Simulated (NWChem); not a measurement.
**SnBrF (SMILES [F][Sn][Br]): levels of theory compared**

Aim: a comparison of 6 runs (HF/STO-3G, BP86/def2-SVP, TPSS/STO-3G, B3LYP/3-21G, PBE0/def2-SVP, CAM-B3LYP/def2-SVPD) of SnBrF. 

The calculation is run with NWChem 7.3.0.

## 1. Starting point

The species is SnBrF (3 atoms), meant as a singlet with charge 0. As SMILES, `[F][Sn][Br]`. The coordinates come from a PBE0-D4/def2-TZVP relaxation.

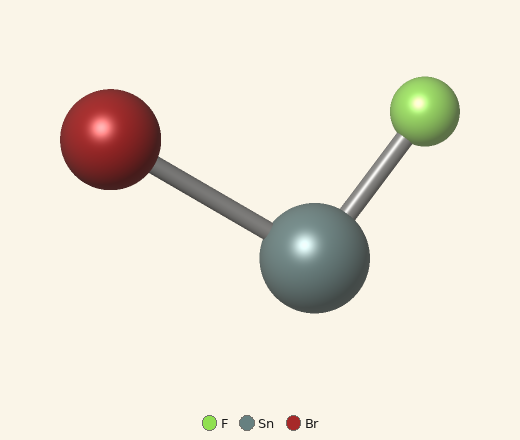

Viewed from a chosen angle; fluorine green, tin teal, bromine red.

## 2. Energy and forces at HF/STO-3G (run 1)

File run.xyz:

```xyz
3
BrFSn
F     -0.943200     1.248900    -0.388900
Sn    -0.636500    -0.662500    -0.416800
Br     1.568700    -0.651200     0.792400
```

File run.py:

```python
from ase.io import read
from ase.calculators.nwchem import NWChem

system = read('run.xyz')

calc = NWChem(
    label='run',
    theory='scf',
    memory='2200 mb',
    basis='STO-3G',
    basispar='spherical bse',
    scf={'nopen': '0', 'rhf': None, 'thresh': '1e-08', 'maxiter': '80'},
)
system.calc = calc

forces = system.get_forces()
print("Total energy (eV):", round(system.get_potential_energy(), 6))
print("forces (eV/A):")
for s, f in zip(system.symbols, forces):
    print(f"{s:2s} {f[0]:10.5f} {f[1]:10.5f} {f[2]:10.5f}")
print("dipole (e A):", system.get_dipole_moment().round(4))
```

On the command line:

```sh
$ export ASE_NWCHEM_COMMAND="nwchem PREFIX.nwi > PREFIX.nwo"
$ python run.py
```

Standard output:

```text
Total energy (eV): -234182.440376
forces (eV/A):
F     0.70515   -2.07735    0.17340
Sn    0.22230    1.75982    0.30216
Br   -0.92750    0.31753   -0.47555
dipole (e A): [-0.4554 -0.1283 -0.2627]
```

The calculator wrote run.nwi:

```
title "run"

permanent_dir run

scratch_dir run

start run

geometry units angstrom nocenter noautosym noautoz
  F  -9.4320000000000004e-01 1.2488999999999999e+00 -3.8890000000000002e-01
  Sn -6.3649999999999995e-01 -6.6249999999999998e-01 -4.1680000000000000e-01
  Br 1.5687000000000000e+00 -6.5120000000000000e-01 7.9239999999999999e-01
end

memory 2200 mb

basis spherical bse noprint
   * library STO-3G
end

scf
  nopen 0
  rhf
  thresh 1e-08
  maxiter 80
end

task scf gradient
```

run.nwo:

```text
Northwest Computational Chemistry Package (NWChem) 7.3.0
             --------------------------------------------------------

           Job information
           ---------------

    nwchem branch   = 7.3.0
    use scalapack   = T
    input           = run.nwi
    prefix          = run.
    data base       = run/run.db
    status          = startup
    nproc           =        1

           Memory information
           ------------------

    heap     =     72089598 doubles =      550.0 Mbytes
    stack    =     72089595 doubles =      550.0 Mbytes
    global   =    144179200 doubles =     1100.0 Mbytes (distinct from heap & stack)
    total    =    288358393 doubles =     2200.0 Mbytes
    verify   = yes
    hardfail = no

[... 116 lines left out ...]
 Convergence threshold     :          1.000E-08
[... 12 lines left out ...]
       Final RHF  results
[... 3 lines left out ...]
      One-electron energy = -13031.478783636907
[... 1 line left out ...]
 Nuclear repulsion energy =    540.766782259348
[... 58 lines left out ...]
                       ROHF Final Molecular Orbital Analysis
[... 173 lines left out ...]
                                        run

  wavefunction    =   RHF

                         RHF ENERGY GRADIENTS

    atom               coordinates                        gradient
                 x          y          z           x          y          z
   1 F      -1.782390   2.360079  -0.734914   -0.013713   0.040398  -0.003372
   2 Sn     -1.202811  -1.251943  -0.787638   -0.004323  -0.034223  -0.005876
   3 Br      2.964413  -1.230590   1.497419    0.018037  -0.006175   0.009248

                 ----------------------------------------
                 |  Time  |  1-e(secs)   |  2-e(secs)   |
                 ----------------------------------------
                 |  CPU   |       0.00   |       3.62   |
                 ----------------------------------------
                 |  WALL  |       0.00   |       3.62   |
                 ----------------------------------------

 Task  times  cpu:       11.1s     wall:       11.1s
 Total times  cpu:       11.1s     wall:       11.1s
```

Run time: 12 s. Hardware: 1 thread of Intel Xeon Platinum 8259CL at 2.50GHz (Skylake/Cascade Lake), shared host; peak memory 0.097 GiB.

## 3. Energy and forces at BP86/def2-SVP (core potential) (run 2)

File run.nw:

```
start run
memory stack 880 mb heap 220 mb global 1100 mb
geometry units bohr noautosym nocenter noautoz
   F  -1.78238968  2.36007896 -0.73491449
   Sn -1.20281068 -1.25194356 -0.78763785
   Br  2.96441337 -1.23058965  1.49741898
end
basis spherical bse
   F library def2-SVP
   Sn library def2-SVP
   Br library def2-SVP
end
ecp bse
   Sn library def2-SVP
end
dft
   xc becke88 perdew86
   grid xfine
   convergence energy 1e-08
   maxiter 100
   mulliken
   print low
end
task dft gradient
```

On the command line:

```sh
$ nwchem run.nw > run.out
```

Standard output:

```text
[...]
 d= 0,ls=0.0,diis     1  -2888.2707572107 -3.15D+03  4.42D-02  8.86D-01     3.4
[...]
 d= 0,ls=0.0,diis    12  -2888.3925444714 -3.20D-09  2.42D-07  2.39D-10    28.1
         Total DFT energy =    -2888.392544471399
      One electron energy =    -4628.809602580744
           Coulomb energy =     1595.008679072970
    Exchange-Corr. energy =     -120.278989154711
 Nuclear repulsion energy =      265.687368191087
[...]
      Total Density - Mulliken Population Analysis
     ---------------------------------------------
    Atom       Charge   Shell Charges
 -----------   ------   -------------------------------------------------------
    1 F    9     9.37   1.99  1.13  0.83  3.30  2.12  0.00
    2 Sn  22    21.35   0.44  1.60  1.44  0.44  2.73  3.27  0.89  0.37  9.70  0.46
    3 Br  35    35.28   2.00  2.00  1.99  1.47  0.50  6.00  5.97  2.35  2.98  8.18  1.75  0.08
[...]
                         DFT ENERGY GRADIENTS
    atom               coordinates                        gradient
                 x          y          z           x          y          z
   1 F      -1.782390   2.360079  -0.734914    0.004013  -0.018292   0.000324
   2 Sn     -1.202811  -1.251944  -0.787638    0.005693   0.017407   0.004903
   3 Br      2.964413  -1.230590   1.497419   -0.009707   0.000885  -0.005227
 Task  times  cpu:       36.0s     wall:       36.0s
 Total times  cpu:       36.0s     wall:       36.0s
```

Wall time 37 s (1 thread of Intel Xeon Platinum 8259CL at 2.50GHz (Skylake/Cascade Lake), shared host); peak memory 0.13 GiB.

Runs 3 to 5 aren't shown in full; the table further down has their settings and results.

## 4. Energy and forces at CAM-B3LYP/def2-SVPD (core potential) (run 6)

File brfsn.xyz:

```xyz
3
BrFSn gradient
F     -0.943200     1.248900    -0.388900
Sn    -0.636500    -0.662500    -0.416800
Br     1.568700    -0.651200     0.792400
```

File brfsn.nw:

```
start brfsn
title "BrFSn gradient"
memory total 2200 mb
geometry noautosym nocenter noautoz
 load brfsn.xyz
end
basis spherical bse
 * library def2-SVPD
end
ecp bse
 Sn library def2-SVPD
end
dft
 xc xcamb88 1.00 lyp 0.81 vwn_5 0.19 hfexch 1.00
 cam 0.33 cam_alpha 0.19 cam_beta 0.46
 grid fine
 convergence energy 1e-08
 direct
 maxiter 100
 mulliken
 noprint "final vectors analysis"
end
task dft gradient
```

On the command line:

```sh
$ nwchem brfsn.nw > brfsn.out
```

Standard output:

```text
[...]
          Wavefunction type:  closed shell.
          No. of atoms     :     3
          No. of electrons :    66
[...]
          Charge           :     0
          Spin multiplicity:     1
[...]
          AO basis - number of functions:    96
[...]
              XC Information
              --------------
                     Hartree-Fock (Exact) Exchange  1.000
                   CAM-Becke88 Exchange Functional  1.000
                      VWN V Correlation Functional  0.190 local
              Lee-Yang-Parr Correlation Functional  0.810
[...]
 d= 0,ls=0.0,diis     1  -2888.0025109132 -3.15D+03  1.75D-02  8.01D-01     9.3
[...]
 d= 0,ls=0.0,diis    10  -2888.1045413640 -3.90D-09  9.77D-07  5.54D-09    78.6
         Total DFT energy =    -2888.104541363950
      One electron energy =    -4628.281621665120
           Coulomb energy =     1594.453704207927
    Exchange-Corr. energy =     -119.964011285848
 Nuclear repulsion energy =      265.687387379090
[...]
      Total Density - Mulliken Population Analysis
     ---------------------------------------------
    Atom       Charge   Shell Charges
 -----------   ------   -------------------------------------------------------
    1 F    9     9.62   1.99  1.13  0.80  0.07  3.32  2.06  0.24  0.00  0.00
    2 Sn  22    20.94   0.44  1.60  1.43  0.37  0.01  2.73  3.27  0.78  0.20  9.73  0.40 -0.01
    3 Br  35    35.44   2.00  2.00  1.99  1.46  0.48  0.07  6.00  5.97  2.38  2.90  0.17  8.19  1.75  0.08  0.01
[...]
  wavefunction    = closed shell
[...]
                         DFT ENERGY GRADIENTS
    atom               coordinates                        gradient
                 x          y          z           x          y          z
   1 F      -1.782390   2.360079  -0.734914    0.002341  -0.015682  -0.000325
   2 Sn     -1.202811  -1.251943  -0.787638    0.002921   0.015863   0.003226
   3 Br      2.964413  -1.230590   1.497419   -0.005262  -0.000180  -0.002901
[...]
```

It took 2.1 min on 1 thread of Intel Xeon Platinum 8259CL at 2.50GHz (Skylake/Cascade Lake), shared host; peak memory 0.14 GiB.

## 5. The series

```csv
run,level,iteration cap,module,energy (Eh),dipole moment (D),largest force (eV/Å),wall time
1,HF/STO-3G,80,scf,-8606.046019,2.60,2.201,12 s
2,BP86/def2-SVP (core potential),100,dft,-2888.392544,–,0.975,37 s
3,TPSS/STO-3G,100,dft,-8609.427407,1.87,1.021,18 s
4,B3LYP/3-21G,100,dft,-8660.021491,2.86,1.179,16 s
5,PBE0/def2-SVP (core potential),100,dft,-2887.611599,3.31,0.445,28 s
6,CAM-B3LYP/def2-SVPD (core potential),100,dft,-2888.104541,3.56,0.846,2.1 min
```

## 6. Results

```
                       quantity           value
            run 6: total energy  -2888.10454 Eh
           run 6: dipole moment          3.56 D
run 6: largest force on an atom      0.846 eV/Å
```

In words: Over runs 1, 3, 4, 5, 6 the dipole moment (its size) runs from 1.87 D (TPSS/STO-3G) to 3.56 D (CAM-B3LYP/def2-SVPD). The two ends differ in method and basis and core potential. Over runs 1, 3, 4 the HOMO–LUMO gap runs from 2.69 eV (TPSS/STO-3G) to 9.80 eV (HF/STO-3G). Exact exchange widens orbital gaps. Totals of different functionals can't be ranked against each other. Some runs of one species differ in core potentials or relativity; totals across that change don't compare. In runs 1, 3 the basis is minimal, so the values are rough. In runs 1, 3, 4 relativity is left out where basis or elements ask for it. All runs together took 4 min, the longest 2.1 min.
